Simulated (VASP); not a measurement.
Band structure of Ba2HfO4 (space group I4/mmm). Computed with PBEsol GGA, VASP's PBE PAW potentials (set 64) (plane waves; VASP).

The path is coarsely sampled, so an indirect gap can come out somewhat too large. Unless said otherwise, spin-orbit coupling is left out, though it shifts the bands of the heavy elements here.

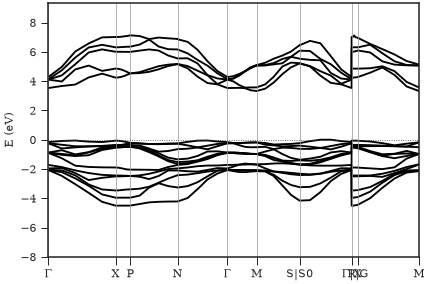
Figure. Bands along high-symmetry lines, zero at the valence-band maximum or, without a gap, the Fermi level

Read the plot: is there a gap, and where are the band edges?

The gap is indirect, 3.33 eV, from the valence maximum at S0-Γ at 0.60 to the conduction minimum at M.

The structure comes from a computed database's Ba2HfO4 entry; how it stands against other phases isn't given here. The cell was not relaxed at this level.
